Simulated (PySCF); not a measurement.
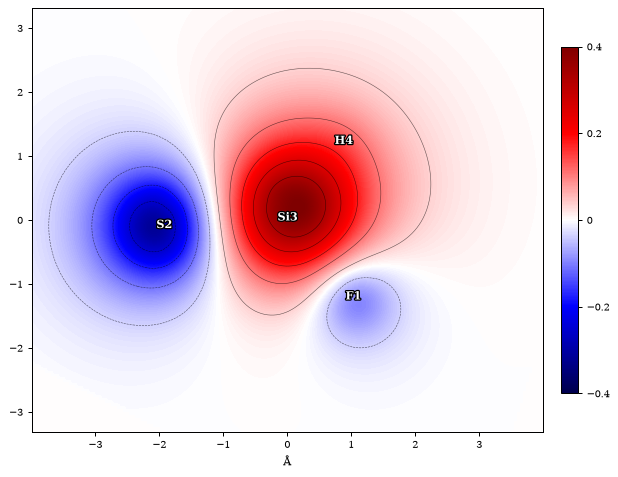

Figure 1: FHSSi (SMILES F[SiH]=S). One frontier orbital on a plane 0.8 Å above the molecular plane (values in Å⁻³ᐟ²; the overall sign is arbitrary).

Geometry: PBE0-D4/def2-SVP.

The calculation used Gaussian-basis quantum chemistry of an isolated molecule with PySCF, energy and nuclear gradient, functional PBE0 in PySCF 2.14.0.

> Which orbital is it: HOMO or LUMO?

The LUMO, at −2.24 eV. By Hirshfeld shares it lies mainly on Si3 (about 60 %), S2 (about 25 %) and H4 (about 5 %); it changes sign across the molecular plane (π type); π-antibonding (a node) across S2–Si3.
